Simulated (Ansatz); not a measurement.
Structure (in its standard cell), coordinates from a relaxation with DFT PBE, scalar-relativistic, plane waves, PAW in Ansatz 0.2.0; the starting structure was generated, so it need not be a known form of this composition:

```
Be B Pd
1.0
     4.08952    0.00000    0.00000
     0.00000    4.08952    0.00000
     0.00000    0.00000    4.08952
Be B Pd
1 1 3
Direct
  0.50000 0.50000 0.50000
  0.00000 0.00000 0.00000
  0.50000 0.00000 0.00000
  0.00000 0.50000 0.00000
  0.00000 0.00000 0.50000
```

What does the kinematic electron diffraction pattern along [221] look like at 120 kV (B = 1 Å²)?

Answer. The spots form a centred rectangular net whose two shortest vectors correspond to d = 2.89 Å and 1.83 Å, 71.6° apart. They are -1 1 0 and -1 0 2. The pattern has symmetry 2mm. No reflection of this zone is absent.

Strongest reflections with d > 0.80 Å, one of each family (|F|² from tabulated Gaussian fits of the electron scattering factors, times a small damping for the curvature of the Ewald sphere):

```tsv
hkl	d (Å)	I (strongest = 100)
2 -2 0	1.446	100
2 0 -4	0.914	21
1 0 -2	1.829	17
2 -1 -2	1.363	8
1 -1 0	2.892	7
3 -2 -2	0.992	3
```

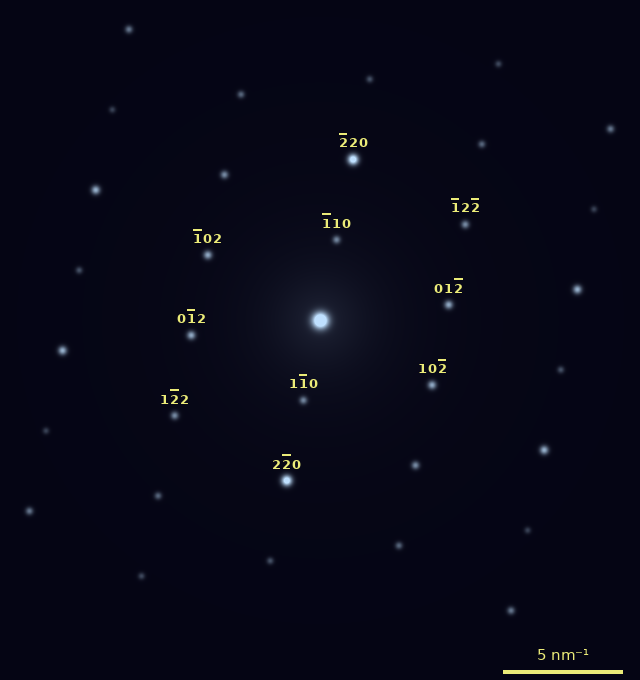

Calculated pattern, seen from the source side with [221] pointing towards the source.
